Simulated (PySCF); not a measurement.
Run report: InBr₃, geometry relaxation

System: InBr₃.
Method: PBE0-D3(BJ)/def2-SVP geometry optimisation, gas phase (PySCF 2.14.0).

It belongs to a series of runs on one base structure; here: ligand (all three): Me to Br.

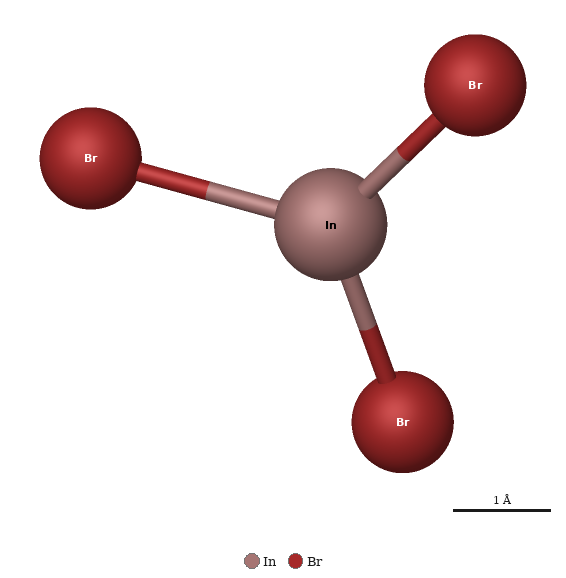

Fig. 1: The starting structure (ball-and-stick view, seen at a tilt). Sticks mark near contacts.

**Key numbers**

```json
{"quantity": "outcome", "value": "converged"}
{"quantity": "total energy", "value": "−7910.942089 hartree"}
{"quantity": "dipole moment", "value": "0.09 D"}
{"quantity": "hardware", "value": "1 CPU thread, shared host"}
{"quantity": "wall time", "value": "2.9 min"}
{"quantity": "peak memory", "value": "0.51 GiB"}
```

**Input**
```
{"job": {"xc": "PBE0", "basis": "def2-SVP", "d3": "d3bj", "grid": 1, "maxiter": 40, "shake": 0.03, "kind": "geom"}, "charge": 0, "multiplicity": 1}
In     0.061260    -0.076620     0.012760
Br     2.474490    -0.041070     0.006300
Br    -1.282710     2.164440    -0.043280
Br    -1.169750    -2.137180    -0.006250
```

The first line tells a small driver script what to run in PySCF; the rest is the geometry in Å.

Launched with:
```bash
OMP_NUM_THREADS=1 python <driver script> task.json out
```

**What the program printed**
```
step   0  E = -7910.93610680  max force = 0.035092
step   1  E = -7910.94139939  max force = 0.009085
step   2  E = -7910.94166230  max force = 0.002674
step   3  E = -7910.94178953  max force = 0.001650
step   4  E = -7910.94187830  max force = 0.001939
step   5  E = -7910.93765268  max force = 0.018295
step   6  E = -7910.94091177  max force = 0.007828
step   7  E = -7910.94169638  max force = 0.004117
step   8  E = -7910.94166638  max force = 0.005103
step   9  E = -7910.94174448  max force = 0.004698
step  10  E = -7910.94183335  max force = 0.004174
step  11  E = -7910.94192988  max force = 0.003513
step  12  E = -7910.94202675  max force = 0.002621
step  13  E = -7910.94209473  max force = 0.001424
step  14  E = -7910.94209071  max force = 0.001603
step  15  E = -7910.94207845  max force = 0.001654
step  16  E = -7910.94208563  max force = 0.001631
step  17  E = -7910.94208861  max force = 0.001618
optimisation converged
```

**Trajectory as extended XYZ (Å, eV, eV/Å), 18 frames, from step=0 to step=17**
```
4
Properties=species:S:1:pos:R:3:forces:R:3 step=0 energy=-215267.53618
In    0.0613   -0.0766    0.0128   -0.8879   1.8045  -0.0493
Br    2.4745   -0.0411    0.0063    0.5973   0.0539   0.0310
Br   -1.2827    2.1644   -0.0433    0.7159  -1.1016   0.0115
Br   -1.1698   -2.1372   -0.0063   -0.4252  -0.7568   0.0068
4
Properties=species:S:1:pos:R:3:forces:R:3 step=1 energy=-215267.68020
In    0.0237   -0.0355   -0.0137    0.1787  -0.4671   0.0223
Br    2.4905    0.0455    0.0239   -0.1032  -0.0499   0.0040
Br   -1.1925    2.0672   -0.0439   -0.2193   0.4262  -0.0392
Br   -1.2385   -2.1677    0.0033    0.1438   0.0908   0.0129
4
Properties=species:S:1:pos:R:3:forces:R:3 step=2 energy=-215267.68736
In    0.0262   -0.0420   -0.0025   -0.1375   0.1265  -0.0077
Br    2.4869    0.0246    0.0233   -0.0302  -0.0198   0.0193
Br   -1.2155    2.1028   -0.0567    0.0942  -0.1267  -0.0326
Br   -1.2143   -2.1759    0.0055    0.0735   0.0199   0.0210
4
Properties=species:S:1:pos:R:3:forces:R:3 step=3 energy=-215267.69082
In    0.0205   -0.0376   -0.0044   -0.0848   0.0791  -0.0023
Br    2.4777    0.0242    0.0304    0.0192  -0.0125   0.0204
Br   -1.2144    2.0990   -0.0703    0.0315  -0.0334  -0.0461
Br   -1.2006   -2.1761    0.0138    0.0341  -0.0331   0.0280
4
Properties=species:S:1:pos:R:3:forces:R:3 step=4 energy=-215267.69323
In    0.0014   -0.0228   -0.0067    0.0565  -0.0478   0.0129
Br    2.4559    0.0278    0.0598    0.0589   0.0174   0.0318
Br   -1.2236    2.0948   -0.1386   -0.0903   0.0997  -0.0937
Br   -1.1504   -2.1903    0.0550   -0.0250  -0.0692   0.0490
4
Properties=species:S:1:pos:R:3:forces:R:3 step=5 energy=-215267.57825
In   -0.0933    0.0416   -0.0305    0.7849  -0.6079   0.1827
Br    2.3385    0.0796    0.2366    0.3285   0.1990  -0.0412
Br   -1.2976    2.0102   -0.5732   -0.6922   0.9408  -0.1789
Br   -0.8643   -2.2219    0.3367   -0.4212  -0.5319   0.0375
4
Properties=species:S:1:pos:R:3:forces:R:3 step=6 energy=-215267.66693
In   -0.0454    0.0128   -0.0135    0.4025  -0.3009   0.0763
Br    2.4015    0.0525    0.1489    0.1524   0.1213   0.0387
Br   -1.2676    2.0641   -0.3573   -0.3192   0.3527  -0.0735
Br   -1.0052   -2.2199    0.1914   -0.2357  -0.1731  -0.0414
4
Properties=species:S:1:pos:R:3:forces:R:3 step=7 energy=-215267.68828
In   -0.0212   -0.0042   -0.0082    0.2117  -0.1639   0.0383
Br    2.4313    0.0398    0.1040    0.0784   0.0692   0.0461
Br   -1.2490    2.0833   -0.2477   -0.1865   0.1663  -0.1048
Br   -1.0778   -2.2094    0.1214   -0.1036  -0.0716   0.0204
4
Properties=species:S:1:pos:R:3:forces:R:3 step=8 energy=-215267.68747
In   -0.0265    0.0019   -0.0060    0.2624  -0.1910   0.0400
Br    2.4276    0.0660    0.1395    0.0237   0.0943   0.0413
Br   -1.2776    2.0644   -0.3182   -0.1662   0.1355  -0.0649
Br   -1.0402   -2.2228    0.1543   -0.1199  -0.0388  -0.0165
4
Properties=species:S:1:pos:R:3:forces:R:3 step=9 energy=-215267.68959
In   -0.0235   -0.0006   -0.0056    0.2416  -0.1719   0.0354
Br    2.4308    0.0713    0.1404    0.0117   0.0904   0.0401
Br   -1.2790    2.0620   -0.3190   -0.1458   0.1089  -0.0622
Br   -1.0450   -2.2231    0.1537   -0.1075  -0.0274  -0.0133
4
Properties=species:S:1:pos:R:3:forces:R:3 step=10 energy=-215267.69201
In   -0.0192   -0.0043   -0.0047    0.2146  -0.1478   0.0286
Br    2.4351    0.0766    0.1395    0.0014   0.0841   0.0387
Br   -1.2787    2.0594   -0.3182   -0.1235   0.0803  -0.0608
Br   -1.0538   -2.2221    0.1530   -0.0926  -0.0166  -0.0066
4
Properties=species:S:1:pos:R:3:forces:R:3 step=11 energy=-215267.69464
In   -0.0134   -0.0095   -0.0041    0.1807  -0.1200   0.0213
Br    2.4405    0.0850    0.1389   -0.0074   0.0748   0.0368
Br   -1.2783    2.0546   -0.3177   -0.0985   0.0520  -0.0610
Br   -1.0655   -2.2205    0.1523   -0.0747  -0.0069   0.0029
4
Properties=species:S:1:pos:R:3:forces:R:3 step=12 energy=-215267.69727
In   -0.0050   -0.0170   -0.0037    0.1348  -0.0852   0.0130
Br    2.4476    0.0972    0.1385   -0.0142   0.0607   0.0340
Br   -1.2775    2.0471   -0.3167   -0.0682   0.0219  -0.0636
Br   -1.0817   -2.2177    0.1515   -0.0524   0.0027   0.0167
4
Properties=species:S:1:pos:R:3:forces:R:3 step=13 energy=-215267.69912
In    0.0069   -0.0277   -0.0046    0.0732  -0.0429   0.0053
Br    2.4567    0.1148    0.1386   -0.0149   0.0384   0.0298
Br   -1.2762    2.0351   -0.3153   -0.0330  -0.0055  -0.0714
Br   -1.1041   -2.2127    0.1508   -0.0252   0.0100   0.0363
4
Properties=species:S:1:pos:R:3:forces:R:3 step=14 energy=-215267.69901
In    0.0191   -0.0381   -0.0067    0.0155  -0.0064   0.0018
Br    2.4651    0.1322    0.1396   -0.0075   0.0144   0.0254
Br   -1.2754    2.0215   -0.3144   -0.0055  -0.0172  -0.0824
Br   -1.1255   -2.2060    0.1510   -0.0025   0.0093   0.0553
4
Properties=species:S:1:pos:R:3:forces:R:3 step=15 energy=-215267.69868
In    0.0229   -0.0405   -0.0069    0.0003   0.0026  -0.0003
Br    2.4677    0.1363    0.1400   -0.0029   0.0085   0.0243
Br   -1.2761    2.0168   -0.3147    0.0012  -0.0146  -0.0850
Br   -1.1313   -2.2031    0.1511    0.0015   0.0034   0.0610
4
Properties=species:S:1:pos:R:3:forces:R:3 step=16 energy=-215267.69887
In    0.0211   -0.0391   -0.0067    0.0080  -0.0021   0.0006
Br    2.4666    0.1339    0.1397   -0.0053   0.0119   0.0249
Br   -1.2760    2.0191   -0.3143   -0.0018  -0.0153  -0.0839
Br   -1.1284   -2.2043    0.1508   -0.0008   0.0056   0.0583
4
Properties=species:S:1:pos:R:3:forces:R:3 step=17 energy=-215267.69895
In    0.0201   -0.0385   -0.0067    0.0119  -0.0045   0.0012
Br    2.4659    0.1329    0.1397   -0.0064   0.0133   0.0251
Br   -1.2758    2.0202   -0.3143   -0.0036  -0.0158  -0.0832
Br   -1.1269   -2.2051    0.1509   -0.0019   0.0070   0.0569
```

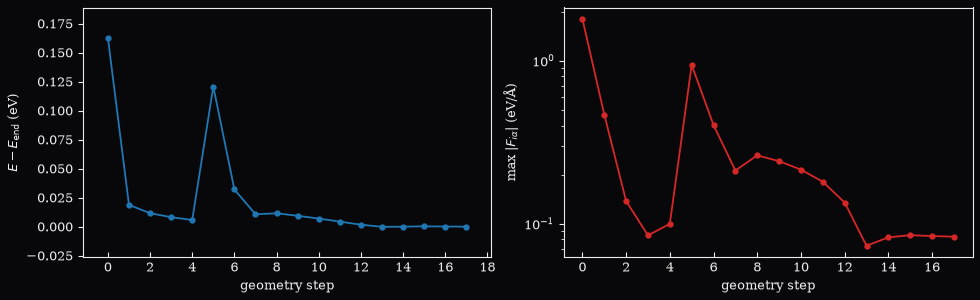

Fig. 2: Progress of the relaxation, step by step (steps are counted from 0).

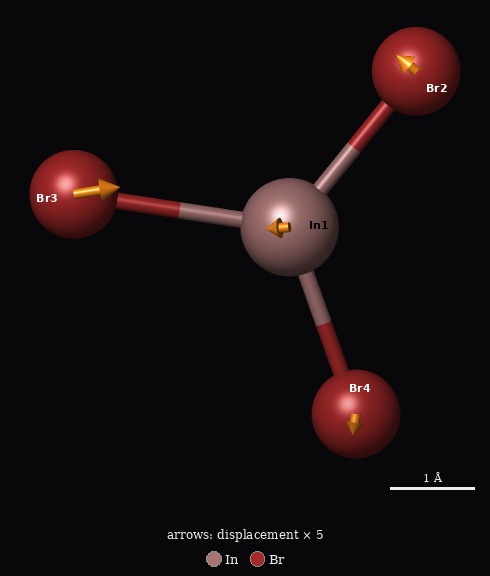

Fig. 3: The starting structure with the displacements as orange arrows, magnified 5 times (ball-and-stick view, seen at a tilt). The two geometries are laid on each other by the best rigid fit. Br3 moves most after the best rigid fit: 0.11 Å. Largest moves by element: Br 0.11 Å, In 0.06 Å. Among the contacts that change: In1–Br3 2.614 → 2.452 Å, In1–Br4 2.400 → 2.457 Å, In1–Br2 2.414 → 2.456 Å. The energy falls by 0.163 eV in 17 geometry steps. Largest force component: 1.8 eV/Å at the start, 0.083 eV/Å at the end. (Atoms are counted from 1 in the order of the input.)
